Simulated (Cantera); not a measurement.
Charge: 1 mol CaO, 14 mol HBr, 65 mol N₂, equilibrated at 0.100 bar.

These are equilibrium values from Cantera (NASA tables, ideal gas, pure condensed phases), not measurements of a reactor. Candidate condensed phases: Br₂, Ca, CaBr₂, CaO, Ca(OH)₂, H₂O; 34 gas species. The numbers say what is thermodynamically allowed, not how fast it happens.

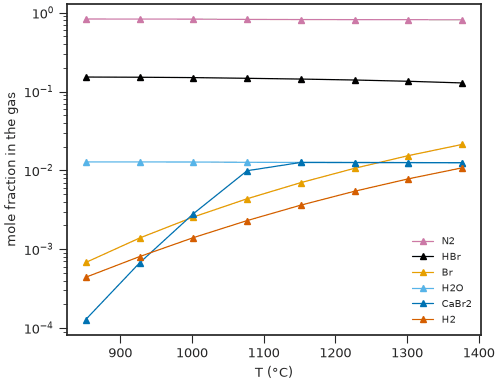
Fig. 1. Equilibrium gas composition (values under 1e-9 drawn at 1e-9)

Problem. Read off the mole fractions at 1077 °C.

Solution. N₂ about 0.82, HBr about 0.15, H₂O about 0.013, CaBr₂ about 0.0099, Br about 0.0044, H₂ about 0.0023.
